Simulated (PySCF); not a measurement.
# CH3B (SMILES B[CH]): UCISD/STO-3G

Aim: the vertical triplet–singlet gap of CH3B at UCISD/STO-3G, from 2 runs. Input form: a Python script.

The results are computed with PySCF 2.14.0.

8 further runs of the same task are left out: 8 set aside as unsound or not needed.

## (1) The structure to begin with

The species is CH3B (5 atoms), meant as a triplet with charge 0. As SMILES, `B[CH]`. The shape is that of a GFN2-xTB optimisation.

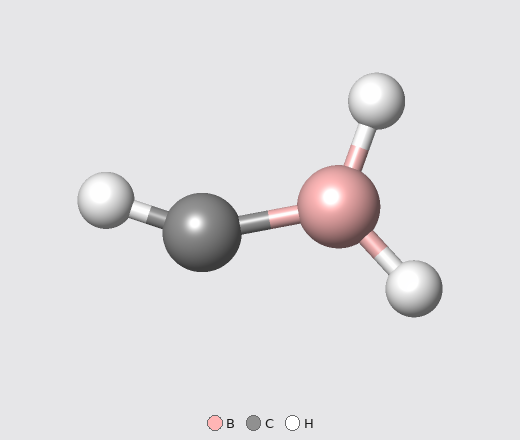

Viewed from a chosen angle; boron pink, carbon grey, hydrogen white.

## (2) The energy at UCISD/STO-3G

File input.xyz:

```xyz
5
CH3B
B     -0.352450    -0.401400    -0.071360
C      0.507540     0.779550    -0.141970
H     -0.308550    -1.118250     0.866820
H     -1.104620    -0.672740    -0.931370
H      1.258080     1.412850     0.277880
```

File run.py:

```python
from pyscf import gto, ci

mol = gto.M(
    atom='input.xyz',
    spin=2,
    max_memory=1860,
    verbose=3,
    basis='sto-3g',
)

mf = mol.UHF()
mf.conv_tol = 1e-10
mf.kernel()
if not mf.converged:
    mf = mf.newton().run(mf.mo_coeff, mf.mo_occ)

cisd = ci.CISD(mf, frozen=2)
cisd.kernel()
energy = cisd.e_tot
print('E(%s) = %.9f' % ('CISD', energy))
```

Run with:

```console
$ OMP_NUM_THREADS=1 python run.py
```

What it wrote:

```text
WARN: HOMO -0.0118851175274272 >= LUMO -0.0939066305689308

converged SCF energy = -63.3964805568864  <S^2> = 2.0190043  2S+1 = 3.0126429
E(UCISD) = -63.47444355014088  E_corr = -0.07796299325452366
E(CISD) = -63.474443550
```

Wall time 0.6 s (1 thread of Arm Neoverse V2, shared host); peak memory 0.12 GiB.

## (3) The singlet at the same level

File run.py:

```python
from pyscf import gto, scf, ci

molecule = gto.Mole()
molecule.atom = '''
B   -0.352450  -0.401400  -0.071360
C    0.507540   0.779550  -0.141970
H   -0.308550  -1.118250   0.866820
H   -1.104620  -0.672740  -0.931370
H    1.258080   1.412850   0.277880
'''
molecule.charge = 0
molecule.verbose = 3
molecule.basis = 'sto-3g'
molecule.max_memory = 1860
molecule.build()

mf = scf.RHF(molecule)
mf.conv_tol = 1e-10
mf.kernel()
if not mf.converged:
    mf = mf.newton().run(mf.mo_coeff, mf.mo_occ)

cisd = ci.CISD(mf, frozen=2)
cisd.kernel()
e_final = cisd.e_tot
print('Final energy', e_final)
```

Run with:

```console
$ OMP_NUM_THREADS=1 python run.py
```

What it wrote:

```text
converged SCF energy = -63.3386839303184
E(RCISD) = -63.44934503319536  E_corr = -0.1106611028769854
Final energy -63.449345033195364
```

It took 0.58 s on 1 thread of Arm Neoverse V2, shared host; peak memory 0.1 GiB.

## (4) Outcome

At UCISD/STO-3G, 2 core orbitals frozen:

| quantity | value |
| --- | --- |
| triplet: total energy | -63.47444 Eh |
| triplet: dipole moment (Hartree–Fock density) | 0.81 D |
| triplet: HOMO energy (Hartree–Fock orbitals) (highest over α and β) | -9.08 eV |
| triplet: LUMO energy (Hartree–Fock orbitals) (lowest over α and β) | 4.84 eV |
| triplet: correlation energy (2 core orbitals frozen) | -78.0 mEh |
| triplet: ⟨S²⟩ of the reference determinant | 2.019 |
| singlet: total energy | -63.44935 Eh |
| singlet: dipole moment (Hartree–Fock density) | 1.64 D |
| singlet: HOMO energy (Hartree–Fock orbitals) | -7.97 eV |
| singlet: LUMO energy (Hartree–Fock orbitals) | 4.91 eV |
| singlet: HOMO–LUMO gap (Hartree–Fock orbitals) | 12.88 eV |
| singlet: correlation energy (2 core orbitals frozen) | -110.7 mEh |
| vertical energy of the singlet above the triplet | 0.683 eV |

What this shows: At this shape the singlet lies 0.68 eV (15.7 kcal/mol) above the triplet. In a minimal basis such a difference can be off by several eV, whatever the method. Mulliken charges (triplet) of the mean-field density run from -0.13 on C2 to +0.20 on B1; they depend strongly on the basis. Mulliken charges (singlet) of the mean-field density run from -0.08 on C2 to +0.09 on H5.
